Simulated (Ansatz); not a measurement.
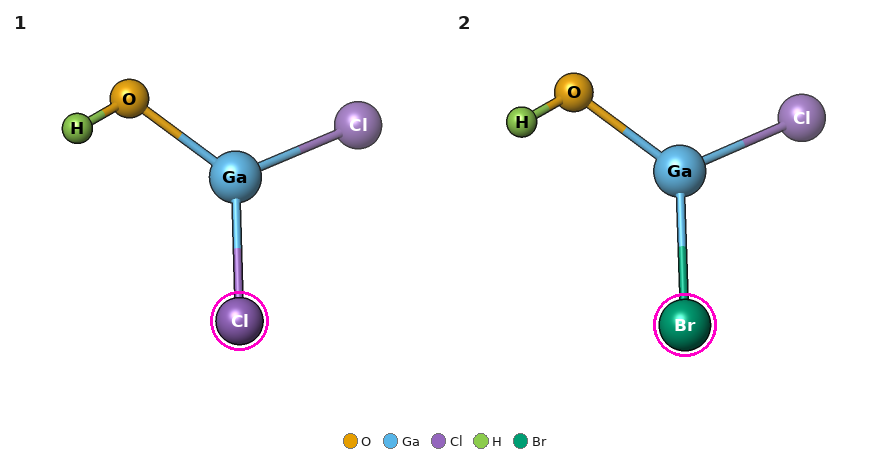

2 molecules with one skeleton, seen from the same side and at one scale; the atom that differs is circled. Charge 0, singlet. Computed geometries: PBE0-D4/def2-TZVP optimisations, one conformation each. Properties computed with Ansatz 0.2.0.

One atom differs, called X below: Cl in panel 1, Br in panel 2. Their formulas are Cl2GaHO (`[OH][Ga]([Cl])[Cl]`), BrClGaHO (`[OH][Ga]([Cl])[Br]`).

> In which is the length of X–Ga larger (PBE0-D4/def2-TZVP)?

In panel 2 (X = Br).

> In which is the HOMO–LUMO gap larger (ωB97M-V/def2-TZVPP)?

In panel 1 (X = Cl).

Give the values. With PBE0-D4/def2-TZVP: length of X–Ga (Å), angle O–Ga–X (°). With ωB97M-V/def2-TZVPP: dipole moment (D), HOMO energy (Kohn–Sham orbital) (eV), HOMO–LUMO gap (eV).

| quantity | 1 (Cl) | 2 (Br) | 2 − 1 |
| --- | --- | --- | --- |
| length of X–Ga (Å) | 2.123 | 2.267 | +0.144 |
| angle O–Ga–X (°) | 120.6 | 121.1 | +0.5 |
| dipole moment (D) | 1.42 | 1.52 | +0.10 |
| HOMO energy (Kohn–Sham orbital) (eV) | −11.68 | −11.13 | +0.55 |
| HOMO–LUMO gap (eV) | 12.04 | 11.38 | −0.66 |
